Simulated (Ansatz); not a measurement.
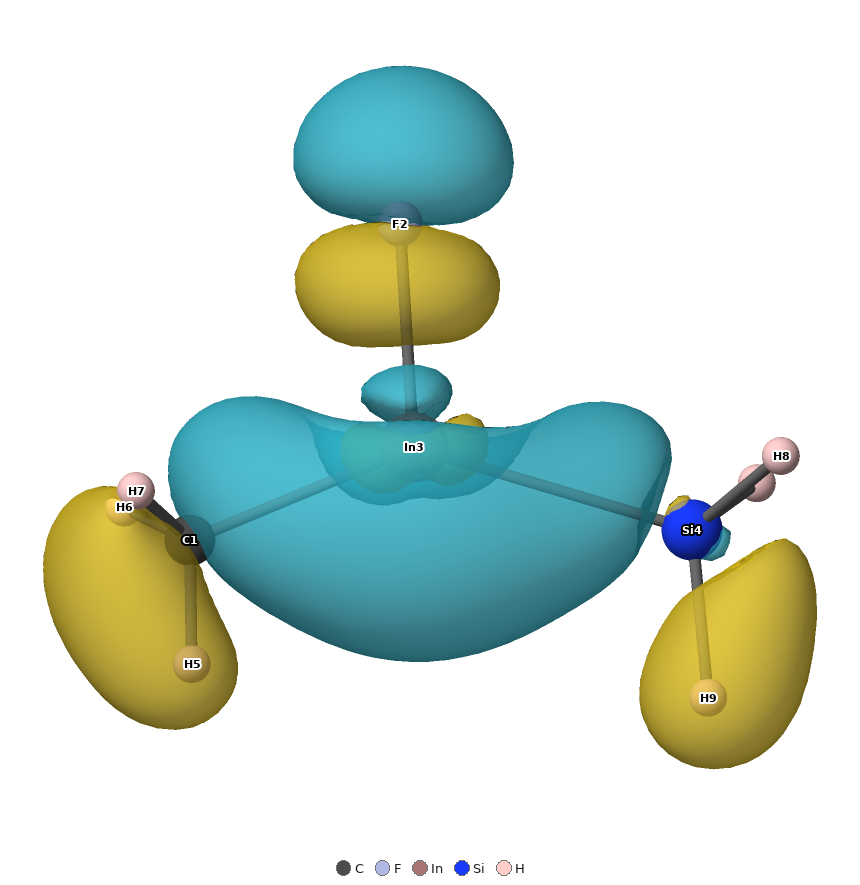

Figure 1: CH6FInSi. The HOMO−1 at ±0.08 Å⁻³ᐟ² (yellow and cyan are the two phases), seen across its widest extent.

Geometry: PBE0-D3(BJ)/def2-SVP; core potentials replace the inner electrons of In.

Method: Ansatz 0.2.0, isolated molecule in a Gaussian basis; Kohn-Sham density functional theory, functional PBE0.

```xyz
10

C    -2.3326    0.9510   -2.0547
F     0.5527   -0.5785   -2.8890
In   -0.4466    0.1901   -1.3583
Si    0.9371   -0.0549    0.7967
H    -2.9126    1.4171   -1.2470
H    -2.9065    0.1180   -2.4869
H    -2.1399    1.6903   -2.8460
H     2.2690    0.6008    0.6209
H     0.2476    0.5719    1.9666
H     1.1510   -1.5047    1.0929
```

**What is the character of this orbital?**

Its weight (Hirshfeld) is mainly on F2 (about 40 %), In3 (about 25 %), C1 (about 15 %) and Si4 (about 10 %). Its energy is −9.09 eV.
